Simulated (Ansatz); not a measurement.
Bands of a (4,0) GaN nanotube, along its axis.

Levels: PBE (plane waves to 420 eV, PAW; Ansatz, a first-principles code); PBE with spin-orbit coupling in Ansatz. Unmarked values and the geometry are of the first. Mesh 1×1×6. No spin polarisation. It repeats along c; a and b span vacuum. A hypothetical model, rolled from the flat sheet. Only distortions within the start's symmetry and period were free.

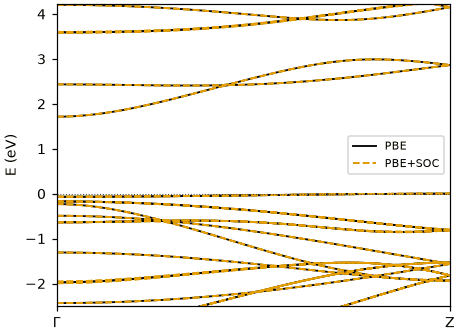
Bands from the zone centre to the zone edge (period 5.38 Å); the dotted line marks the highest filled level of each set

Question: Is it a metal or a semiconductor at this level? Give what the bands show.

Answer: A semiconductor in PBE.
```
Property                                                           Value
----------------------------  ------------------------------------------
PBE gap                       1.71 eV, indirect, from the zone edge to Γ
PBE+SOC gap at this geometry                                     1.71 eV
```
